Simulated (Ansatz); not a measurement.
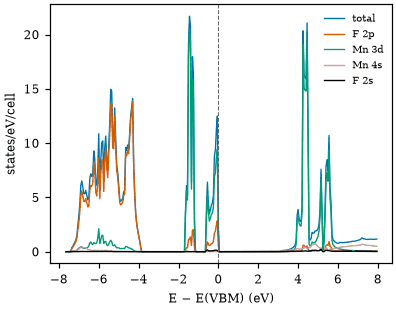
Fig. 1. Total and projected density of states of MnF₂ (rutile, P4_2/mnm), r²SCAN in the plane-wave PAW code Ansatz

Question: Which orbitals carry the states next to the gap?

Answer: Top 1 eV of the valence band: Mn 3d 79 %, F 2p 19 %. Bottom 1 eV of the conduction band: Mn 3d 56 %, Mn 4s 33 %, F 2s 6 %. Projections are on Löwdin-orthogonalised atomic valence shells; empty p or d shells of many metals are not among them.

Question: Where is the tallest occupied peak in this window, and what makes it?

Answer: Near -1.5 eV, about 22 states/eV per cell; the largest projected share is Mn 3d.

Symmetry was held in the r²SCAN relaxation, as lowered by the spin order. Magnetic state: antiferromagnetic, chosen from 5 collinear starts compared on coarse meshes (ties went to the first, and starts can fall back to one state), not a proven ground state. Other orbital occupations within this spin state were not tried. No Hubbard U is applied.

Potentials: the later of the program's two PAW sets.
